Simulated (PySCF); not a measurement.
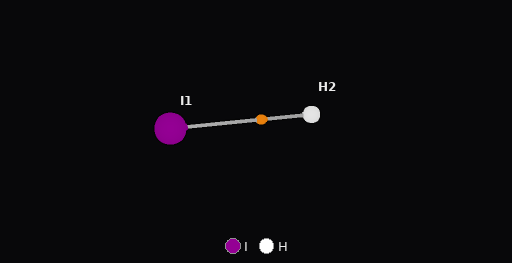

HI, SMILES `I`. Molecular graph of the electron density (QTAIM): bond paths, bond critical points (orange), ring points (yellow, if any); weak paths are dashed.

Level of theory: ωB97X/def2-TZVP (PySCF), at a geometry from GFN2-xTB. Core potentials replace the inner electrons of I; spin–orbit coupling isn't included. No frequency check shows the geometry to be a minimum. GFN2-xTB bond lengths at metals and heavier atoms can be off by up to 0.1 Å and shapes distorted, which carries into these values.

Input script:

```python
import numpy as np
from pyscf import gto, scf, dft
from pyscf.scf import atom_ks, atom_hf
from scipy.linalg import block_diag

def solve(mol, dm0=None, hcore=None):
    mf = (dft.UKS if mol.spin else dft.RKS)(mol, xc='wb97x')
    mf.grids.level = 3
    mf = mf.density_fit(auxbasis='def2-universal-jkfit')
    mf.conv_tol, mf.max_cycle = 1e-8, 80
    if hcore is not None:
        mf.get_hcore = lambda *args: hcore
    mf.kernel(dm0)
    if not mf.converged:
        mf = mf.newton().run(mf.mo_coeff, mf.mo_occ, max_cycle=30)
    assert mf.converged, 'SCF not converged'
    return mf

mol = gto.M(atom='''
I      0.02910     0.00000     0.00000
H     -1.54231     0.00000     0.00000
''', basis='def2-tzvp', ecp={'I': 'def2-tzvp'}, charge=0, spin=0, verbose=4)
mf = solve(mol)
mf.analyze()
# spherically averaged free atoms, for the promolecule
atom_ks.AtomSphAverageRKS.init_guess_by_vsap = lambda self, mol=None: self.init_guess_by_minao(mol)  # core potentials
atm = atom_ks.get_atm_nrks(mol, xc='wb97x')
pro = block_diag(*[(atm[a[0]][2] * atm[a[0]][3]) @ atm[a[0]][2].T for a in mol._atom])
np.savez('result.npz', e=mf.e_tot, c=mf.mo_coeff, occ=mf.mo_occ, eps=mf.mo_energy, pro=pro, dip=mf.dip_moment(verbose=0), s2=mf.spin_square()[0])
```

Launched as:

```sh
OMP_NUM_THREADS=1 python input.py
```

The run took 4.8 s on 1 thread of Arm Neoverse V1, with other jobs on the host, peak memory 0.18 GiB.

Partitions, critical points and surface values were worked out afterwards from this run's density.

> How many critical points of each kind are there, and does the count close?

2 nuclei, 1 bond, 0 ring and 0 cage critical points: 2 − 1 + 0 − 0 = 1, as the Poincaré–Hopf relation requires.

> Tabulate density, Laplacian, ellipticity and energy density at the bond critical points (atomic units).

| bond | length (Å) | ρ (a.u.) | ∇²ρ (a.u.) | ε | H (a.u.) |
| --- | --- | --- | --- | --- | --- |
| I1–H2 | 1.571 | 0.166 | −0.16 | 0.00 | −0.127 |

> What kind of interaction is I1–H2?

Shared-shell (covalent): ρ = 0.166, ∇²ρ = −0.16, H = −0.127 a.u.
